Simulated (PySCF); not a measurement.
Input

```
{"job": {"kind": "epr", "basis": "pcH-1"}, "charge": 1, "multiplicity": 2}
C     -1.937879     0.043652     1.187040
C     -2.233053    -0.862245     0.003402
C     -1.505666    -0.466858    -1.272713
S      0.291930    -0.849466    -1.206365
Si     1.146654     0.711967    -0.080135
C      3.110422     0.588932    -0.129876
C      2.562473     0.086139     1.129271
H     -0.883458    -0.006400     1.476058
H     -2.192098     1.076626     0.960125
H     -2.524694    -0.269386     2.046160
H     -3.301823    -0.817231    -0.217994
H     -1.994794    -1.897347     0.253188
H     -1.623908     0.590129    -1.501805
H     -1.862713    -1.058694    -2.114484
H      0.561358     2.013806     0.137028
H      3.616511     1.542974    -0.129596
H      3.502519    -0.122560    -0.843041
H      2.682844     0.685605     2.019675
H      2.575571    -0.980395     1.306929
```

Launched as:

```sh
OMP_NUM_THREADS=1 python probes_run.py task.json out
```

Geometry: GFN2-xTB.

Method: UKS B3LYP, pcH-1 on C H S Si, non-relativistic, mean-field spin-orbit, GIAO (PySCF).

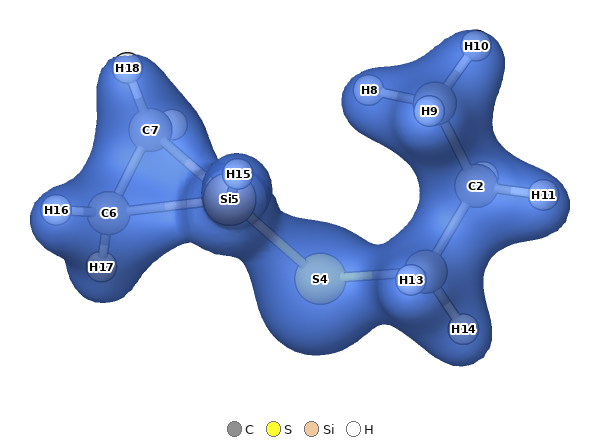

C₅H₁₂SSi (charge +1, doublet). Isosurface of the electron density at 0.5 e/Å³ (blue), seen at a tilt.

Question: What does this surface tell about the bonding?

Answer: At this value the surface is in one piece. It bridges the sampled C–C (1.46 Å), C–S (1.84 Å), C–Si (1.96 Å) and Si–S (2.11 Å) contacts, where the density stays above the isovalue. On the grid the lowest density along these lines, outside the cores, is 1.8 e/Å³ (C–C, 1.46 Å), 1.1 e/Å³ (C–S, 1.84 Å), 0.64 e/Å³ (C–Si, 1.96 Å) and 0.7 e/Å³ (Si–S, 2.11 Å).
